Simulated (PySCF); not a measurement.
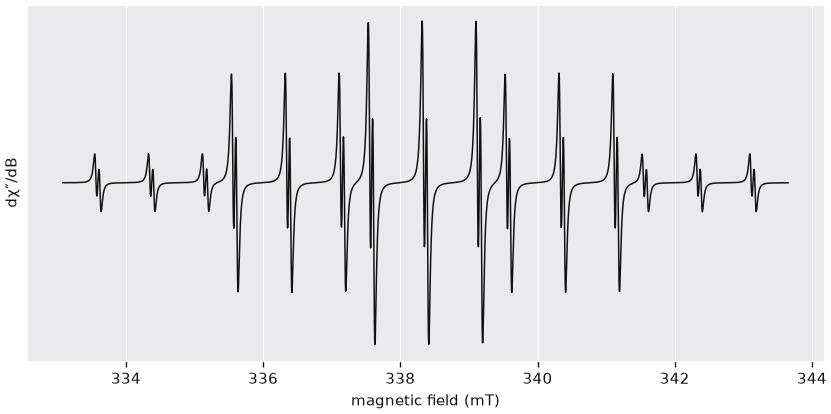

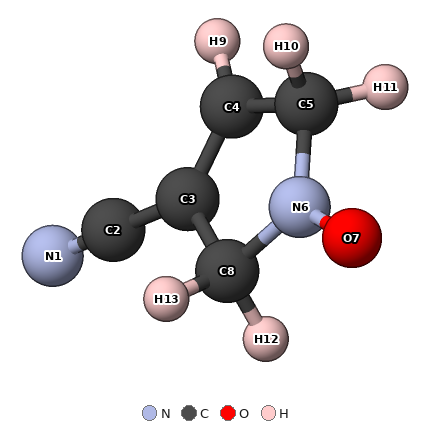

First-order isotropic EPR spectrum (fast tumbling, first derivative) of C₅H₅N₂O, SMILES N#CC1=CCN([O])C1, doublet at 9.50 GHz, Lorentzian lines of 0.06 mT full width at half height, from computed g and hyperfine couplings (B3LYP/pcH-1 with PySCF 2.14.0, at a GFN2-xTB geometry (no frequency check), gas phase); values of one conformer, averaged over methyl-type rotors alone; no vibrational averaging; dilute isotopes left out. The SMILES is one Lewis form and needn't show where the spin sits.

Question: Which couplings does the calculation give? The spectrum shows the sizes of those above the line width, not their signs.

Answer:
| nuclei | isotope | a (mT) | a (MHz) |
| --- | --- | --- | --- |
| H10 | ¹H | 2.00 | 56.1 |
| H12 | ¹H | 2.00 | 56.1 |
| H11 | ¹H | 1.99 | 55.9 |
| H13 | ¹H | 1.99 | 55.8 |
| N6 | ¹⁴N | 0.79 | 22.1 |
| H9 | ¹H | −0.06 | −1.7 |

Question: What is the g value, and how wide is the spectrum?

Answer: g_iso = 2.0060, which centres the spectrum at 338.4 mT; it spans 9.6 mT.

Note: the tight-binding geometry is rougher than a DFT one and adds to the error.
